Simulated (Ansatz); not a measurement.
# Redistribution: COF2 + C4H10 → CHFO + C4H9F

Gas-phase species: COF2 (carbonyl fluoride) `O=C(F)F`, singlet; C4H10 (butane) `CCCC`, singlet; CHFO (formyl fluoride) `O=CF`, singlet; C4H9F `CCC(C)F`, singlet. The partners trade F for H; both sit on C, so the bond types are kept.

Shapes, held fixed at every level: PBE0-D4/def2-TZVP. Flexible molecules stand in one conformer, not always the lowest. Programs: Ansatz 0.2.0. The zero-point and thermal change to 298 K, harmonic and unscaled (PBE0-D4/def2-TZVP), is -1.3 kJ/mol.

```csv
level,kind,ΔH(298 K) (kJ/mol),less CCSD(T)/CBS estimate
HF/def2-TZVPP,Hartree–Fock,+20.9,+7.2
r2SCAN0-D4/def2-TZVPP,global hybrid,+26.0,+12.3
B2PLYP/def2-TZVPP,double hybrid,+16.9,+3.2
MP2/def2-SVP,perturbation theory,+36.5,+22.8
MP2/def2-TZVPP,perturbation theory,+22.2,+8.5
CCSD(T)/def2-SVP,coupled cluster or CI,+30.0,+16.3
CCSD(T)/CBS estimate,coupled cluster or CI,+13.7,0.0
```

The highest level, CCSD(T)/CBS estimate, gives ΔH(298 K) = +13.7 kJ/mol; the levels span +13.7 to +36.5. The column of differences is taken from that level and isn't an error. No measured value is set beside it here. The CBS estimate extrapolates MP2 from def2-TZVPP and def2-QZVPP and adds CCSD(T) − MP2 in the triple-zeta set, cores frozen. CCSD(T)/CBS estimate lies outside the range of the other correlated levels here, so it shouldn't be taken on trust.

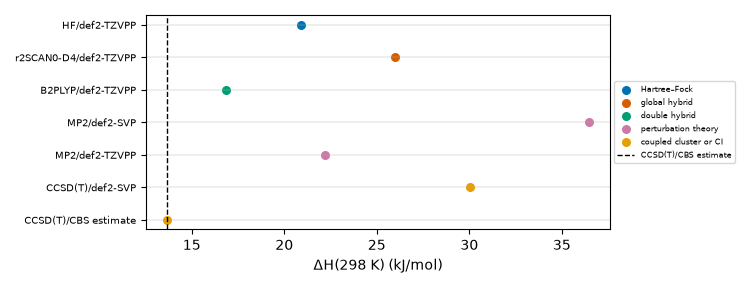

The values of the table, level by level.
